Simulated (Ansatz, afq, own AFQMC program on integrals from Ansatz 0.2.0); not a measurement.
# BH3− (doublet): AFQMC on the coupled-cluster ladder at distance B1–H4 = 4.033 Å, aug-cc-pVDZ, part 2 of 2

Ansatz 0.2.0, Gaussian basis, and an in-house AFQMC program (afq) on its integrals; all values are calculated; aug-cc-pVDZ, frozen cores.

### 9 CCSDT(Q) on UHF

in.yaml

```yaml
crystal:
  periodic: [false, false, false]
  atoms:
    - {symbol: B, position_ang: [0.100481, 0.178965, -0.000056]}
    - {symbol: H, position_ang: [1.316255, 0.193562, 0.003177]}
    - {symbol: H, position_ang: [-0.520042, 1.224559, -0.003623]}
    - {symbol: H, position_ang: [-1.873953, -3.337667, 0.001049]}
basis:
  gaussian: {orbitals: aug-cc-pVDZ}
total_charge: -1
magnetization: {spin_polarized: true, initial_magnetization: 1}
correlation: {method: ccsdt_q, electrons: outside_noble_gas}
```

Command:

```
$ ansatz run in.yaml --threads 1 --pin off --events-out ev --progress --plain --max-ram 1843MiB
```

Log, cut to the lines that bear on the results:

```text
Functional definition: HF
  name "HF"
  cite "Fock, Z. Phys. 61, 126 (1930) doi:10.1007/BF01340294"
  parent pbe
[...]
815 factors; integrals over basis functions are off by at most 2.2e-7 eV
[...]
mean field -713.98869407 eV, -26.2386005480 hartree, gradient 1.9e-6 eV, S^2 1.008150; 28 other end points of the search recorded, 0 dependent functions left out
determinant -713.98869407 eV, -26.2386005480 hartree, with singles and doubles -717.45751582 eV, -26.3660773963 hartree
determinant -713.98782560 eV, -26.2385686323 hartree, with singles and doubles -716.98379664 eV, -26.3486685374 hartree
determinant -713.48804965 eV, -26.2202022050 hartree, with singles and doubles -716.64458613 eV, -26.3362027812 hartree
determinant -713.46050344 eV, -26.2191899005 hartree, with singles and doubles -716.56642929 eV, -26.3333305701 hartree
[...]
determinant -711.23952275 eV, -26.1375703655 hartree, with singles and doubles -713.91534610 eV, -26.2359050600 hartree
determinant -711.11763526 eV, -26.1330910828 hartree, with singles and doubles -714.73401468 eV, -26.2659905754 hartree
determinant -713.98869407 eV, -26.2386005480 hartree, with singles and doubles -717.44722644 eV, -26.3656992686 hartree
determinant -713.98782560 eV, -26.2385686323 hartree, with singles and doubles -717.00016363 eV, -26.3492700131 hartree
1 core orbitals not correlated: weight in the atoms' cores, before any rotation towards them, 1.000 or more for the frozen orbitals, at most 0.000 for the correlated occupied ones
reference -713.98869407 eV, -26.2386005480 hartree; 4, 3 occupied and 45, 46 virtual orbitals, 815 factors
second order -2.42463438 eV of doubles, -0.00000000 eV of singles
cycle   1  -2.98329638 eV  change   -5.6e-1 eV  update   8.6e-2
[...]
cycle  26  -3.54050900 eV  change   -2.5e-7 eV  update   6.8e-7
perturbative correction -0.00274465 eV, -0.0001008641 hartree
Total energy: -717.53194772 eV, -26.3688127180 hartree
```

Wall time 43 s (1 thread of Arm Neoverse V1, shared host); peak memory 0.37 GiB.

From the report: ⟨S²⟩ of the determinant 1.008 (pure doublet: 0.75); correlation -3.5433 eV; T1 0.076; largest double amplitude 0.13.

### 10 Phaseless AFQMC, CISD trial on UHF

It reads the integrals that the CCSD(T) run on this determinant wrote.

Command:

```
$ afq ham --method phaseless --trial cisd --walkers 60 --populations 1 --least-time 40 --time-step 0.005 --steps-per-block 50 --equilibration-blocks 40 --max-blocks 300 --target-error 0.00064 --factor-cut 1e-05 --start spin_pure --seed 2976 --release-times 0.24,0.51,0.99,1.62,2.4 --release-step 0.03 --release-every 4 --taylor-order 6
```

Log:

```text
orbitals 49  electrons 4 3  factors 374 of 479
reference energy -26.23860051 Eh
CCSD correlation -0.12709904 Eh in 19 cycles, weight of the determinant in the CISD state 0.8226
energy of the start -26.356492 Eh
 block  time / (1/Eh)  mean weight  energy / Eh
     1     0.250  0.9980  -26.359758
     2     0.500  1.0000  -26.362299
     3     0.750  0.9992  -26.363607
     4     1.000  1.0010  -26.364910
     5     1.250  1.0021  -26.366636
     6     1.500  0.9972  -26.370096
     7     1.750  1.0000  -26.371287
     8     2.000  1.0009  -26.367476
     9     2.250  1.0008  -26.365877
    10     2.500  1.0016  -26.365825
    11     2.750  0.9997  -26.366468
    16     4.000  0.9993  -26.368479
    21     5.250  0.9999  -26.366359
    26     6.500  0.9984  -26.368032
    31     7.750  1.0003  -26.364681
    36     9.000  0.9989  -26.365767
    41    10.250  1.0005  -26.369159
    46    11.500  0.9985  -26.371961
    51    12.750  0.9983  -26.371172
    56    14.000  1.0006  -26.370339
    61    15.250  0.9988  -26.366973
    66    16.500  0.9995  -26.369895
    71    17.750  0.9985  -26.366103
    76    19.000  1.0001  -26.368334
    81    20.250  1.0000  -26.371577
    86    21.500  0.9987  -26.363421
    91    22.750  1.0014  -26.363996
    96    24.000  1.0016  -26.364958
   101    25.250  0.9979  -26.363874
   106    26.500  1.0012  -26.367210
   111    27.750  1.0008  -26.367692
   116    29.000  1.0008  -26.370445
   121    30.250  0.9994  -26.367652
   126    31.500  1.0003  -26.368258
   131    32.750  1.0025  -26.373224
   136    34.000  0.9992  -26.374983
   141    35.250  1.0011  -26.368012
   146    36.500  0.9989  -26.366308
   151    37.750  0.9991  -26.365906
   156    39.000  0.9995  -26.374956
   161    40.250  1.0009  -26.375427
   166    41.500  1.0008  -26.370065
   171    42.750  0.9994  -26.372671
   176    44.000  1.0002  -26.366810
   181    45.250  1.0007  -26.369700
   186    46.500  1.0027  -26.367507
   191    47.750  1.0015  -26.373180
   196    49.000  0.9992  -26.367282
blocks merged  error / Eh  count
     1  0.000239  160
     2  0.000301  80
     4  0.000365  40
     8  0.000434  20
    16  0.000593  10
released: time / (1/Eh)  energy / Eh  error  mean overlap
  0.24  -26.369484  0.000511  0.9945
  0.51  -26.369820  0.000495  0.9856
  0.99  -26.369880  0.000405  0.9809
  1.62  -26.369527  0.000491  0.9788
  2.40  -26.369717  0.000579  0.9812
energy -26.369494 +/- 0.000434 Eh
```

It took 6.5 min on 1 thread of Arm Neoverse V1, shared host; peak memory 0.33 GiB.

Energy -717.5505 ± 0.0118 eV. Caveats: constraint bias not in the error. The error still grows with block length (0.0099 to 0.0161 eV), so the bar may be too small.

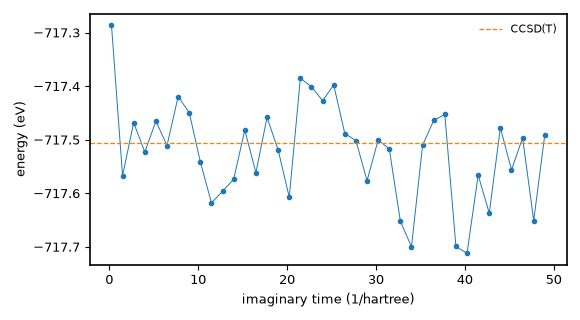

Block energies along the walk.

### 11 CCSD(T) on ROHF

Edit in.yaml of step 9 so:

```diff
@@ -10,3 +10,3 @@
 total_charge: -1
-magnetization: {spin_polarized: true, initial_magnetization: 1}
-correlation: {method: ccsdt_q, electrons: outside_noble_gas}
+magnetization: {spin_polarized: false, initial_magnetization: 1}
+correlation: {method: ccsd_t, electrons: outside_noble_gas, hamiltonian_folder: ham}
```

Command:

```
$ ansatz run in.yaml --threads 1 --pin off --events-out ev --progress --plain --max-ram 1843MiB
```

Log, cut to the lines that bear on the results:

```text
Functional definition: HF
  name "HF"
  cite "Fock, Z. Phys. 61, 126 (1930) doi:10.1007/BF01340294"
  parent pbe
[...]
479 factors; integrals over basis functions are off by at most 7.8e-4 eV
[...]
mean field -713.88835458 eV, -26.2349131400 hartree, gradient 2.7e-6 eV, S^2 0.750000; 12 other end points of the search recorded, 0 dependent functions left out
[...]
determinant -713.88835458 eV, -26.2349131400 hartree, with singles and doubles -717.45204006 eV, -26.3658761656 hartree
determinant -713.24088661 eV, -26.2111191308 hartree, with singles and doubles -717.02929242 eV, -26.3503404766 hartree
determinant -713.00130660 eV, -26.2023147280 hartree, with singles and doubles -717.36029492 eV, -26.3625045940 hartree
determinant -712.64750538 eV, -26.1893127730 hartree, with singles and doubles -716.66230225 eV, -26.3368538364 hartree
[...]
determinant -713.00130660 eV, -26.2023147280 hartree, with singles and doubles -717.36850097 eV, -26.3628061609 hartree
determinant -713.88835458 eV, -26.2349131400 hartree, with singles and doubles -717.43597923 eV, -26.3652859412 hartree
determinant -713.24088661 eV, -26.2111191308 hartree, with singles and doubles -717.30525335 eV, -26.3604818538 hartree
determinant -713.00130660 eV, -26.2023147280 hartree, with singles and doubles -717.40298778 eV, -26.3640735276 hartree
[...]
1 core orbitals not correlated: weight in the atoms' cores, before any rotation towards them, 1.000 or more for the frozen orbitals, at most 0.000 for the correlated occupied ones
reference -713.88835458 eV, -26.2349131400 hartree; 4, 3 occupied and 45, 46 virtual orbitals, 479 factors
second order -2.60233771 eV of doubles, -0.02495745 eV of singles
cycle   1  -3.54762604 eV  change   -1.4e-6 eV  update   3.7e-6
perturbative correction -0.05946921 eV, -0.0021854530 hartree
Total energy: -717.49544983 eV, -26.3674714452 hartree
```

It took 6 s on 1 thread of Arm Neoverse V1, shared host; peak memory 0.33 GiB.

From the report: correlation -3.6071 eV; T1 0.048; largest double amplitude 0.11.

This run also writes the integrals to the folder ham.

### 12 CCSDT(Q) on ROHF

Edit in.yaml of step 11 so:

```diff
@@ -11,2 +11,2 @@
 magnetization: {spin_polarized: false, initial_magnetization: 1}
-correlation: {method: ccsd_t, electrons: outside_noble_gas, hamiltonian_folder: ham}
+correlation: {method: ccsdt_q, electrons: outside_noble_gas}
```

Launched as before.

Log, cut to the lines that bear on the results:

```text
Functional definition: HF
  name "HF"
  cite "Fock, Z. Phys. 61, 126 (1930) doi:10.1007/BF01340294"
  parent pbe
[...]
815 factors; integrals over basis functions are off by at most 2.2e-7 eV
[...]
mean field -713.88835528 eV, -26.2349131658 hartree, gradient 2.8e-6 eV, S^2 0.750000; 12 other end points of the search recorded, 0 dependent functions left out
[...]
determinant -713.88835528 eV, -26.2349131658 hartree, with singles and doubles -717.45204354 eV, -26.3658762938 hartree
determinant -713.24088727 eV, -26.2111191553 hartree, with singles and doubles -717.02929213 eV, -26.3503404659 hartree
determinant -713.00130761 eV, -26.2023147650 hartree, with singles and doubles -717.36030715 eV, -26.3625050435 hartree
determinant -712.64750666 eV, -26.1893128198 hartree, with singles and doubles -716.66229247 eV, -26.3368534771 hartree
[...]
determinant -713.00130761 eV, -26.2023147650 hartree, with singles and doubles -717.36849689 eV, -26.3628060107 hartree
determinant -713.88835528 eV, -26.2349131658 hartree, with singles and doubles -717.43597478 eV, -26.3652857777 hartree
determinant -713.24088727 eV, -26.2111191553 hartree, with singles and doubles -717.30524756 eV, -26.3604816409 hartree
determinant -713.00130761 eV, -26.2023147650 hartree, with singles and doubles -717.40298294 eV, -26.3640733498 hartree
[...]
1 core orbitals not correlated: weight in the atoms' cores, before any rotation towards them, 1.000 or more for the frozen orbitals, at most 0.000 for the correlated occupied ones
reference -713.88835528 eV, -26.2349131658 hartree; 4, 3 occupied and 45, 46 virtual orbitals, 815 factors
second order -2.60234674 eV of doubles, -0.02495747 eV of singles
cycle   1  -3.23133159 eV  change   -6.0e-1 eV  update   7.5e-2
[...]
cycle  30  -3.63969642 eV  change   -1.9e-7 eV  update   6.3e-7
perturbative correction -0.00256642 eV, -0.0000943143 hartree
Total energy: -717.53061813 eV, -26.3687638565 hartree
```

Wall time 43 s (1 thread of Arm Neoverse V1, shared host); peak memory 0.43 GiB.

From the report: correlation -3.6423 eV; T1 0.070; largest double amplitude 0.11.

### 13 AFQMC on the ladder

On the UHF determinant, counted from CCSDT(Q) (a yardstick, not exact):

```
                                              level  energy (eV)  from CCSDT(Q) (meV)  statistical error (meV)     time
                                                 HF    -713.9887              +3543.3                                  
                                                MP2    -716.4133              +1118.6                                  
                                               CCSD    -717.4472                +84.7                                  
                                            CCSD(T)    -717.5055                +26.5                                  
                                           CCSDT(Q)    -717.5319                  0.0                                  
Phaseless AFQMC, CISD trial, step 0.005, 60 walkers    -717.5505                -18.5                     11.8  6.5 min
```

The functionals' totals stand on their own zeros and serve differences with other points: PBE -718.793 eV; r2SCAN -719.637 eV; PBE0 -718.802 eV; B3LYP -720.528 eV; wB97M-V -719.001 eV; B2PLYP -718.881 eV.

### 14 Results

This closing draws on all 2 parts.

| quantity | value |
| --- | --- |
| CCSD(T) on UHF from CCSDT(Q) | +26.5 meV |
| Phaseless AFQMC, CISD trial on UHF from CCSDT(Q) | -18.5 ± 11.8 meV |

On UHF the phaseless walk with the CISD trial lies -18.5 meV from CCSDT(Q), within three error bars. Error bars are statistical and leave out the constraint, the time step and what remains of the start.
